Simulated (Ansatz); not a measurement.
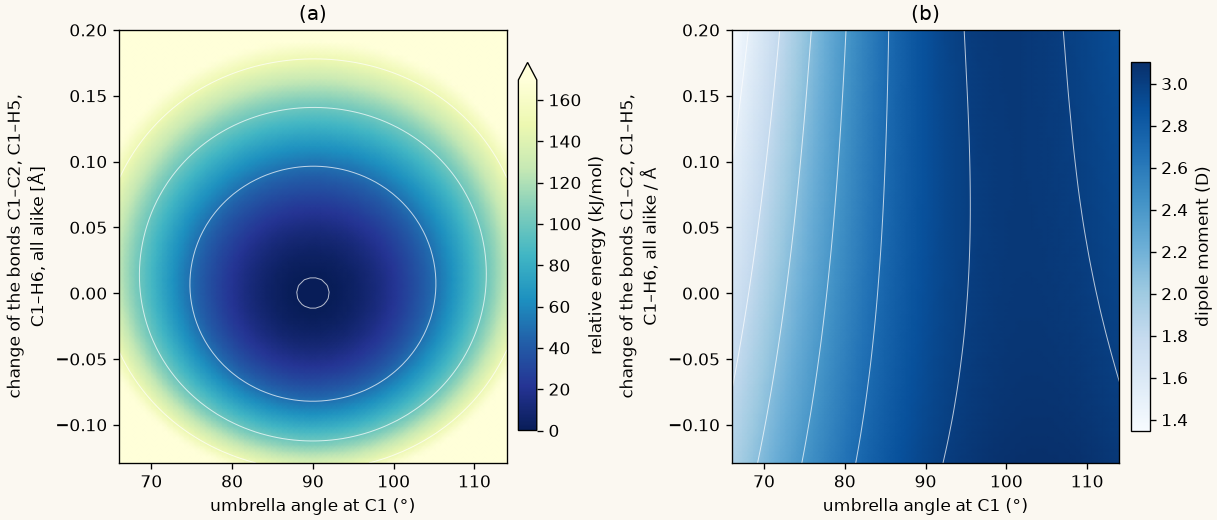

C₂H₄ClSb, SMILES C=[CH][SbH][Cl]. First axis: umbrella angle at C1 (between each of its bonds and their common axis; 90 is planar). Second axis: change of the bonds C1–C2, C1–H5, C1–H6, all alike. Nothing is relaxed (all other coordinates rigid). The scan uses a 15 × 15 grid. Points are written as (first, second). Energies: kJ/mol, counted from the lowest grid point. The calculation used Ansatz, RKS PBE0-D4/def2-SVP.

Panel (a) is the energy and panel (b) the computed dipole moment on the same grid.

The picture shows a smooth colour map with a few white contour lines, one colour for all values above the top of the scale. Between grid points the surface is interpolated.

### How does the dipole moment vary over the map, and what is it at the lowest grid point?

Leaving out the highest fifth of the energies, it runs from 1.49 D at (66.0°, 0.106 Å) to 3.09 D at (103.7°, −0.106 Å). At the lowest grid point, (90.0°, 0.012 Å), it is 2.89 D.

| second ↓, first → | 66.0 | 69.4 | 72.9 | 76.3 | 79.7 | 83.1 | 86.6 | 90.0 | 93.4 | 96.9 | 100.3 | 103.7 | 107.1 | 110.6 | 114.0 |
| --- | --- | --- | --- | --- | --- | --- | --- | --- | --- | --- | --- | --- | --- | --- | --- |
| 0.200 | 1.35 | 1.60 | 1.87 | 2.13 | 2.37 | 2.58 | 2.75 | 2.88 | 2.97 | 3.03 | 3.04 | 3.03 | 3.00 | 2.95 | 2.90 |
| 0.176 | 1.38 | 1.63 | 1.90 | 2.15 | 2.38 | 2.59 | 2.76 | 2.88 | 2.97 | 3.02 | 3.04 | 3.03 | 3.00 | 2.96 | 2.91 |
| 0.153 | 1.42 | 1.66 | 1.93 | 2.17 | 2.40 | 2.59 | 2.76 | 2.88 | 2.97 | 3.02 | 3.04 | 3.03 | 3.01 | 2.96 | 2.92 |
| 0.129 | 1.45 | 1.70 | 1.95 | 2.19 | 2.41 | 2.60 | 2.76 | 2.88 | 2.97 | 3.02 | 3.04 | 3.03 | 3.01 | 2.97 | 2.92 |
| 0.106 | 1.49 | 1.73 | 1.98 | 2.21 | 2.43 | 2.61 | 2.77 | 2.88 | 2.97 | 3.02 | 3.04 | 3.04 | 3.01 | 2.98 | 2.93 |
| 0.082 | 1.52 | 1.76 | 2.01 | 2.24 | 2.44 | 2.62 | 2.77 | 2.88 | 2.97 | 3.02 | 3.04 | 3.04 | 3.02 | 2.98 | 2.94 |
| 0.059 | 1.56 | 1.80 | 2.04 | 2.26 | 2.46 | 2.63 | 2.78 | 2.89 | 2.97 | 3.02 | 3.04 | 3.04 | 3.02 | 2.99 | 2.95 |
| 0.035 | 1.60 | 1.83 | 2.07 | 2.28 | 2.47 | 2.64 | 2.78 | 2.89 | 2.97 | 3.02 | 3.04 | 3.04 | 3.03 | 2.99 | 2.95 |
| 0.012 | 1.64 | 1.87 | 2.10 | 2.31 | 2.49 | 2.65 | 2.79 | 2.89 | 2.97 | 3.02 | 3.04 | 3.05 | 3.03 | 3.00 | 2.96 |
| −0.012 | 1.68 | 1.91 | 2.13 | 2.33 | 2.51 | 2.67 | 2.80 | 2.90 | 2.97 | 3.02 | 3.05 | 3.05 | 3.04 | 3.01 | 2.97 |
| −0.035 | 1.72 | 1.94 | 2.16 | 2.36 | 2.53 | 2.68 | 2.81 | 2.91 | 2.98 | 3.03 | 3.05 | 3.06 | 3.05 | 3.02 | 2.98 |
| −0.059 | 1.77 | 1.98 | 2.20 | 2.39 | 2.56 | 2.70 | 2.82 | 2.92 | 2.99 | 3.03 | 3.06 | 3.07 | 3.06 | 3.03 | 3.00 |
| −0.082 | 1.81 | 2.02 | 2.23 | 2.42 | 2.58 | 2.72 | 2.84 | 2.93 | 3.00 | 3.04 | 3.07 | 3.08 | 3.07 | 3.04 | 3.01 |
| −0.106 | 1.86 | 2.07 | 2.27 | 2.45 | 2.61 | 2.74 | 2.86 | 2.94 | 3.01 | 3.05 | 3.08 | 3.09 | 3.08 | 3.06 | 3.02 |
| −0.129 | 1.91 | 2.11 | 2.31 | 2.48 | 2.63 | 2.76 | 2.87 | 2.96 | 3.02 | 3.07 | 3.09 | 3.10 | 3.10 | 3.07 | 3.04 |
